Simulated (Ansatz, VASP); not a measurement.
**CdSe (Cadmoselite): VASP beside Ansatz**

One calculation is typed for both programs; each brings its own data sets and cutoff. How far apart do they land? The cell comes out of the VASP series on this material, whose earlier steps may have relaxed, scaled or displaced it; both programs get it as it stands.

Program: Ansatz 0.2.0. Level of theory: plane waves, with VASP 6.6.1 beside it; relaxation of cell and atoms at r2SCAN with rVV10. Results are calculated unless marked as measured.

### 1. Starting point

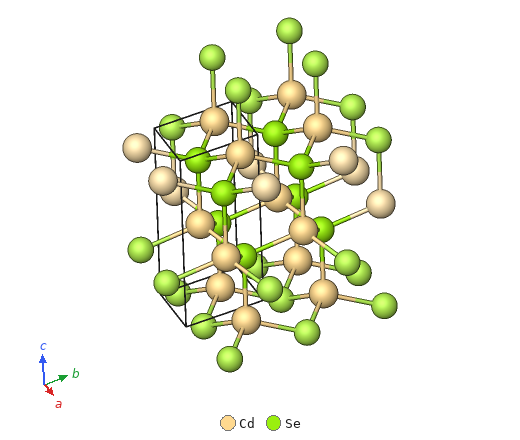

The cell as given, slightly off an axis (cadmium orange, selenium green). 2×2×1 cells are drawn. Some periodic images of atoms are drawn too.

### 2. Ansatz: relaxation of cell and atoms, r2SCAN with rVV10

Ansatz runs on its default PAW (the set named soft_2) files.

The relaxed volume is the usual yardstick between codes: its relative difference is about their pressure difference at one cell divided by the bulk modulus.

Input file input.yaml:

```yaml
crystal:
  lattice:
    - [4.3, 0.0, 0.0]
    - [-2.15, 3.7239092363, 0.0]
    - [0.0, 0.0, 7.02]
  atoms:
    - { symbol: Cd, position: [0.3333333333, 0.6666666667, 0.0] }
    - { symbol: Cd, position: [0.6666666667, 0.3333333333, 0.5] }
    - { symbol: Se, position: [0.3333333333, 0.6666666667, 0.385] }
    - { symbol: Se, position: [0.6666666667, 0.3333333333, 0.885] }
hamiltonian:
  xc: r2scan
  pseudopotentials: { kind: paw }
  dispersion: rvv10
kpoints:
  mp_grid: { grid: [6, 6, 3] }
scf:
  occupations: { method: gaussian, width: 0.05 }
relax:
  f_tol: 0.01
  max_steps: 60
  cell: { stress_tol: 0.05 }
output:
  forces: true
  stress: true
  write_density: true
  write_potential: true
  elf: true
  volumetric_format: npy
```

The run is started by

```
$ ansatz run input.yaml --threads 4 --pin off --max-ram 9216MiB --backend cpu --events-out ev --progress --plain --runs-dir out
```

Numbers of over 12 decimals in the logs are rounded to 6 here.

Log:

```text
Engine: ansatz 0.2.0, aarch64-unknown-linux-gnu
Pseudopotentials: kind: paw
Pseudopotential: Cd, paw, valence charge 20, recommended cutoff 500 eV (meta_gga), Cd.paw.azcp
Pseudopotential: Se, paw, valence charge 16, recommended cutoff 500 eV (meta_gga), Se.paw.azcp
Functional definition: r2SCAN+rVV10
  parameter k0 = 0.174
  parameter k1 = 0.065
  parameter a1 = 4.9479
  exchange = r2scan_x(k0 = k0, k1 = k1, a1 = a1)
  correlation = r2scan_c + rvv10(11.95, 0.0093)
Crystal: 4 atoms, lattice volume = 112.410 Å³
Basis set: ecut = 500 eV, 2863 PW (Γ), exchange–correlation on 144×144×240 points (64 copies of the dense FFT grid, shifted against one another)
Bands: 44, of which v1, the nominal top of the filled ones, is band 36 counted from 1 (35 counted from 0)
Symmetry: 12 space group operations
Space group: P63mc (ITA 186), of the structure as read, at distance tolerance 4.8e-5 Å
k-points: 14 of 108 (time reversal used)
Non-local potential: Cd, projectors of the file, l = 0: 3, l = 1: 2, l = 2: 2, l = 3: 1
Non-local potential: Se, projectors of the file, l = 0: 2, l = 1: 2, l = 2: 3, l = 3: 1
PAW form: soft (Blöchl's): semilocal exchange-correlation on the pseudo side does not see the compensation charge
rVV10 density: all electrons in the spheres
PAW frozen core: Cd, regenerated for the run's functional (the file was generated under x = pbe(κ = 0.804, μ = 0.219515), c = pbe(β = 0.066725))
PAW frozen core: Se, regenerated for the run's functional (the file was generated under x = pbe(κ = 0.804, μ = 0.219515), c = pbe(β = 0.066725))
PAW one-centre angular grid: Cd, 590 points (default); XC on 160 Gauss nodes
PAW one-centre angular grid: Se, 590 points (default); XC on 160 Gauss nodes
Initial density: superposition of atomic densities (neutral atoms: chi_scale 0, normalization atom), corrected by the library's trained network
Initial wavefunctions: pseudopotential atomic-orbital guess
Functional: x = r2scan, c = r2scan + rvv10(b = 11.95, C = 0.0093); τ floored in thin density (d = 2e-4 eV/Å³)
SCF iter   1: F=—  HF=-27489.205413 eV  |F-HF|=—  |Δ(HF+E_count)|=         —  Δρ=4.86e-3  dr2=1.35e-2  dr2_τ=3.08e-2  ethr=1.77e-3  ⟨swp⟩=6.6  Hψ=2281  notcnv=0  defer=13
preconditioner: auto → Resta (q_TF=auto, 2.533 Å⁻¹)  ε∞=3.7  [insulator: Δε(μ)=1.133 eV  Ē_g=12.791 eV  σ=0.050 eV  W_gap=1.00  n_scr=34 (ndim 8)  ℏωp=21.0 eV  f_vac=0.200  D(μ)=0.00/eV (n_scr^D=0)  ε∞_Penn≈3.7]
SCF iter   2: F=—  HF=-27489.227618 eV  |F-HF|=—  |Δ(HF+E_count)|=   2.22e-2  Δρ=2.82e-3  dr2=4.41e-3  dr2_τ=8.64e-4  ethr=1.88e-5  ⟨swp⟩=2.0  Hψ=1192  notcnv=0  defer=40
SCF iter   3: F=—  HF=-27489.230169 eV  |F-HF|=—  |Δ(HF+E_count)|=   2.55e-3  Δρ=8.31e-4  dr2=6.67e-4  dr2_τ=5.26e-5  ethr=6.12e-6  ⟨swp⟩=2.0  Hψ=976  notcnv=0  defer=40
SCF iter   4: F=—  HF=-27489.230430 eV  |F-HF|=—  |Δ(HF+E_count)|=   2.61e-4  Δρ=1.87e-4  dr2=4.18e-5  dr2_τ=2.59e-6  ethr=9.27e-7  ⟨swp⟩=2.0  Hψ=968  notcnv=0  defer=40
SCF iter   5: F=—  HF=-27489.230477 eV  |F-HF|=—  |Δ(HF+E_count)|=   4.76e-5  Δρ=6.19e-5  dr2=5.74e-6  dr2_τ=1.60e-7  ethr=5.81e-8  ⟨swp⟩=2.0  Hψ=828  notcnv=0  defer=40
SCF iter   6: F=—  HF=-27489.230477 eV  |F-HF|=—  |Δ(HF+E_count)|=   4.95e-8  Δρ=1.76e-5  dr2=3.32e-7  dr2_τ=1.33e-8  ethr=7.97e-9  ⟨swp⟩=2.0  Hψ=800  notcnv=0  defer=40
SCF iter   7: F=-27489.230478 eV  HF=-27489.230478 eV  |F-HF|=7.93e-9  |Δ(HF+E_count)|=   9.20e-8  Δρ=4.23e-6  dr2=1.97e-8  dr2_τ=1.19e-9  ethr=1.39e-10  ⟨swp⟩=7.1  Hψ=3373  notcnv=0
SCF 1 converged in 7 iterations: F = -27489.230478 eV  dr2 = 1.97e-8
  greatest PAW one-centre occupation: 1.001 electrons in one spin orbital (limit 2), on the Cd atom at site 0 (counted from 0), in its partial waves of l = 1
relax step   1: F+E_penalty+E_count = -27489.23047752 eV  Δ(F+E_penalty+E_count) = +0.000e0 eV  max|allowed force component| = 2.800e-1 eV/Å  Δτ_max = 0.0000 Å  P = +0.711 GPa  Ω = 112.410 Å³  (7 SCF iters, dr2 threshold 1.00e-7 eV, accepted)
[...]
relax step   2: F+E_penalty+E_count = -27489.25108356 eV  Δ(F+E_penalty+E_count) = -2.061e-2 eV  max|allowed force component| = 1.014e-2 eV/Å  Δτ_max = 0.0269 Å  P = -0.137 GPa  Ω = 113.944 Å³  energy of the carried Pulay correction = -3.708e-4 eV  (7 SCF iters, dr2 threshold 4.00e-7 eV, accepted)
[...]
relax step   3: F+E_penalty+E_count = -27489.25198911 eV  Δ(F+E_penalty+E_count) = -9.056e-4 eV  max|allowed force component| = 1.519e-4 eV/Å  Δτ_max = 0.0044 Å  P = -0.015 GPa  Ω = 113.681 Å³  energy of the carried Pulay correction = -3.075e-4 eV  (6 SCF iters, dr2 threshold 1.95e-7 eV, accepted)
[...]
relax step   4: F+E_penalty+E_count = -27489.25229259 eV  Δ(F+E_penalty+E_count) = -3.035e-4 eV  max|allowed force component| = 1.837e-4 eV/Å  Δτ_max = 0.0000 Å  P = -0.013 GPa  Ω = 113.681 Å³  stress off target by 3.64e-2 GPa  SCF on the basis re-selected at this cell (its energy is not comparable with the rows above)  (5 SCF iters)
basis re-selected at this cell: Δ(F+E_penalty+E_count) = -3.035e-4 eV, ΔP = +0.002 GPa vs the last step (what re-selecting the basis moved, of the pressure what is left beyond the Pulay correction that the steps carried, after the strain that the cell walked since its last selection, with what the two solves' SCF thresholds leave and, on support functions, any second-order correction that the steps lacked; it is no m [...]
SCF converged after 5 iterations
Free energy (F): -27489.252293 eV
Harris-Foulkes:  -27489.252293 eV  (|F-HF|=2.55e-11)
Internal energy: -27489.252293 eV  (E = F + TS)
E sigma→0 (E₀):  -27489.252293 eV
Fermi energy:    7.560574 eV
--- Per-component energies (eV) ---
  E_band       = -1865.492348
  E_kinetic    = 1248.424371
  E_local      = -12828.034729  (includes V_loc(G=0)·N_el)
  E_nonlocal   = -1121.514485
  E_hartree    = 6100.539812
  E_xc         = -526.910009
  E_vxc        = -701.414325  (∫ρ·V_xc dr)
  E_paw        = -12062.580958  (= ΣΔE_a)
  E_vpaw       = -709.050351  (= ΣTr[D̂ρ^β])
  E_aug_tail   = -0.000414  (compensation charges beyond the density's cutoff)
  E_vtau       = 45.018373  (kinetic-family band-sum trace: ∫τ·v_τ [+ j·A + Jᵃ·Aᵃ] dr)
  E_ewald      = -8294.516800
  E_core_change = -4.659082  (= ΣΔE_core)
  E_smearing   = -0.000000  (= −TS)
  E_closure    = 0.000000  (closes the sum)
  Σ components = -27489.252293   (vs F -27489.252293, Δ=0.00e0)
--- Forces (eV/Å), atoms counted from 1 ---
  atom   1  Cd     0.00000000    -0.00000000    -0.00018446
  atom   2  Cd    -0.00000000     0.00000000    -0.00018446
  atom   3  Se     0.00000000    -0.00000000     0.00018284
  atom   4  Se     0.00000000     0.00000000     0.00018284
  max |Σ_I F_I| component: 3.23e-6 eV/Å
--- Stress (GPa, compression-positive) ---
       -0.036355       0.000000       0.000000
        0.000000      -0.036355       0.000000
        0.000000       0.000000       0.034920
  P = ⅓ Tr σ = -0.0126 GPa (-0.126 kbar)
--- Band table (eV; the first three rows and the last of 14) ---
  k-point 0: bands = [... 32 lower, 6.2547, 6.9729, 7.0150, 7.0150, 8.1046, 9.6389, 13.3810, 13.3810, ... 4 higher]
  k-point 1: bands = [... 32 lower, 6.4334, 6.4334, 6.8127, 6.8127, 9.4321, 9.7879, 13.0789, 13.5338, ... 4 higher]
  k-point 2: bands = [... 32 lower, 5.6932, 5.9348, 6.7673, 6.8246, 9.3607, 10.5779, 12.6478, 13.7269, ... 4 higher]
  k-point 13: bands = [... 32 lower, 4.2385, 4.9212, 5.7119, 5.7119, 11.4904, 11.4904, 12.2702, 13.7609, ... 4 higher]
--- Relaxed structure (3 steps of the walk, 3 accepted, 1 SCFs on fresh bases) ---
  F+E_penalty+E_count = -27489.25229259 eV   max|allowed force component| = 1.837e-4 eV/Å   (the final SCF, on the basis selected at the relaxed cell)
  cell:  # Å, volume = 113.6808 Å³
    - [4.319354, 0, 0.0]
    - [-2.159677, 3.740671, 0.0]
    - [0, 0, 7.035885]
  atoms:
    - { symbol: Cd, position: [0.333333, 0.666667, 0.00446136] }
    - { symbol: Cd, position: [0.666667, 0.333333, 0.504461] }
    - { symbol: Se, position: [0.333333, 0.666667, 0.380539] }
    - { symbol: Se, position: [0.666667, 0.333333, 0.880539] }
```

Elapsed: 21 s, on 4 threads of Arm Neoverse V1, shared host; peak memory 0.74 GiB; 80 s of CPU time.

(Continued in part 2 of 2.)

[Lines on the potential files, build, host, timing and source positions are cut from VASP's logs without a mark.]

[Logs are printed without paths, hosts, clocks, repeated set-up lines and the standing remarks that a program may print on its own settings, such as how far it seeks lower states.]

[Hosts, paths, dates, database ids (printed as entryN), source tags and the programs' standing remarks are cut or masked in the printed files.]
